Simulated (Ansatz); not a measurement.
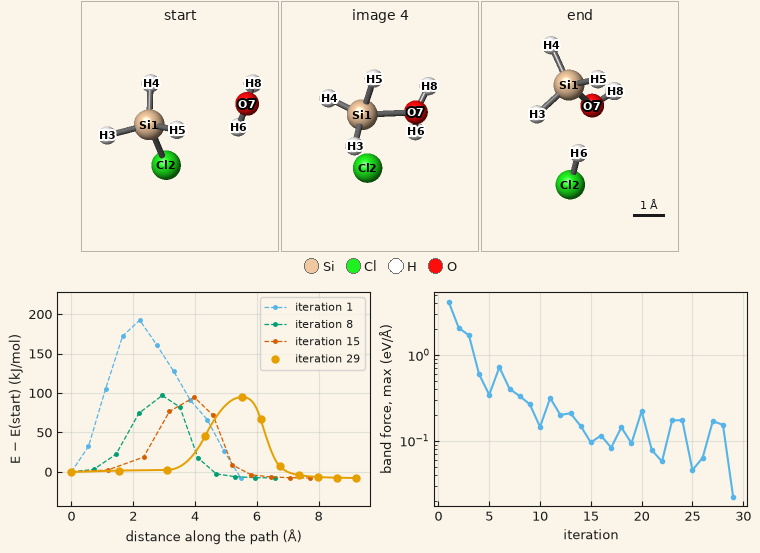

A nudged-elastic-band calculation for SiH5OCl, made up at the start of SiH3Cl and H$_{2}$O. Images are numbered from 0 (start) to 10 (end). The plot follows the band through its iterations. A ball-and-stick model, seen at a tilt.

Computed with RKS B3LYP/def2-TZVP (Ansatz 0.2.0). Set-up: 9 movable images; climbing image; force threshold 0.03 eV/Å; iteration limit 60; spring constant 0.1 eV/Å²; starting path through a guess of the saddle point.

**Did the band converge, and can the barrier be trusted?**

The run is converged, with reservations. The band converged in 29 iterations. The largest component of the band force went from 4.2 to 0.022 eV/Å. The climbing image converged on the top of the path. Its curvatures weren't checked. The spring constant is far from the usual few eV/Å², which spoils the spacing or the steps. The first iteration put the highest image at 192.5 kJ/mol. The energy climbs by 94.8 kJ/mol to image 4 and then falls by 102.4 kJ/mol, so the end point sits at −7.7 kJ/mol.

Limits of the set-up: the start holds two separate molecules, 2.7 Å apart at their closest, whose relative position is a soft coordinate and is computed without a dispersion correction.

The run took 8.3 min on 4 threads of Arm Neoverse N1 (shared host), peak memory 0.3 GiB.
